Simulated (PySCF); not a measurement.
# TiC (quintet): what the fields show

```xyz
2

Ti    0.0000    0.0000   -0.3623
C     0.0000    0.0000    1.4477
```

The calculation used PBE0/def2-TZVPPD, non-relativistic Hamiltonian with scalar-relativistic core potentials where named, at a bond length of 1.810 Å (PySCF 2.14.0).

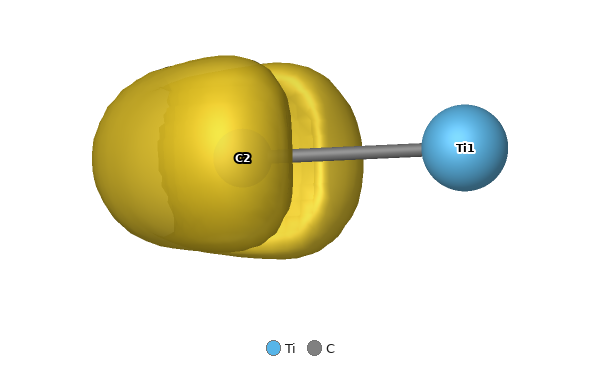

Figure 1. Isosurface of the ELF at 0.85 (yellow), seen from one side. Core shells and regions of very low density are left out.

> What do the ELF domains correspond to?

The ELF exceeds this value in one region wrapped around C (its valence shell).


C–Ti (1.81 Å): the ELF peaks at about 0.70 in the valence shell of C, 0.6 Å from its nucleus, and drops to about 0.35 between the two atoms.

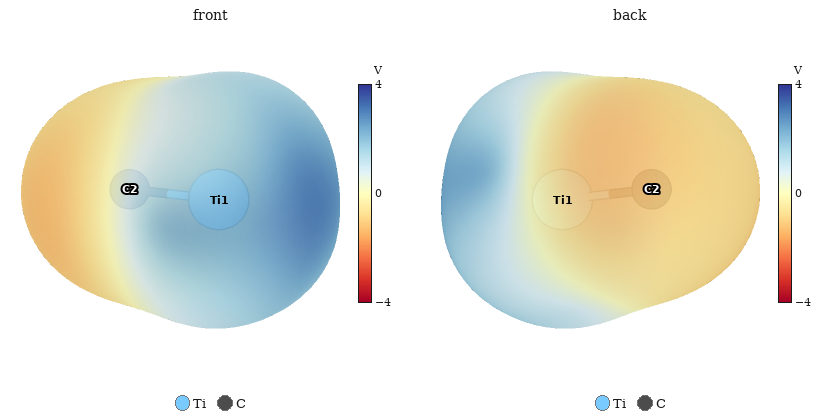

Figure 2. The molecular electrostatic potential painted on the density surface at 0.002 e/bohr³, seen from the front and from behind; red is negative and blue positive.

> Where is the surface potential most negative and most positive?

The most negative region (about −1.3 V) lies over C2, the most positive (about +3.1 V) over Ti1.

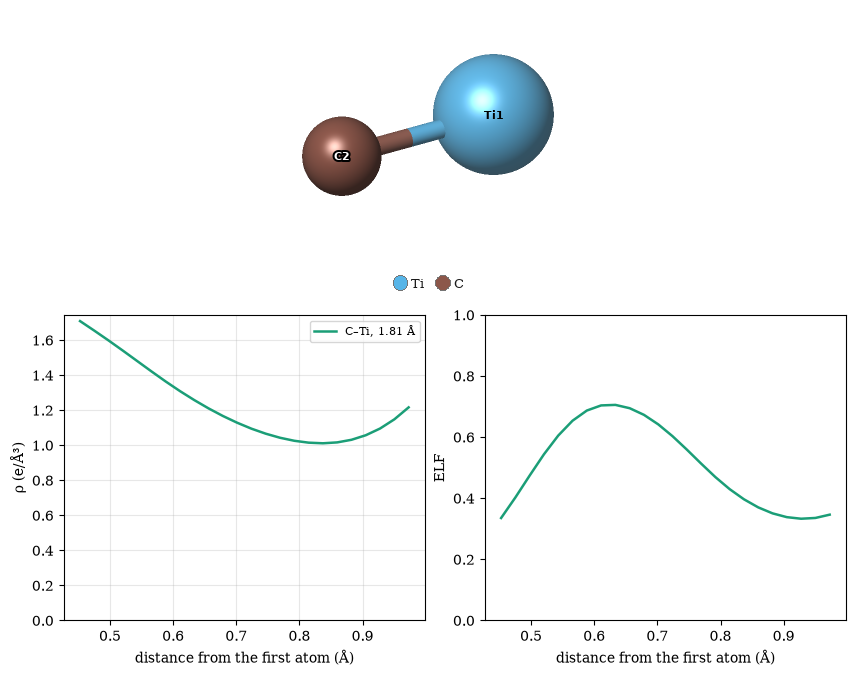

Figure 3. Total electron density and ELF along straight lines between neighbouring atoms. The curves leave out the atomic cores. The structure is drawn too.

> What can be read from the curves?

C–Ti (1.81 Å): ρ at the midpoint is about 1.1 e/Å³; the ELF peaks at about 0.70 in the valence shell of C, 0.6 Å from its nucleus, and drops to about 0.35 between the two atoms.
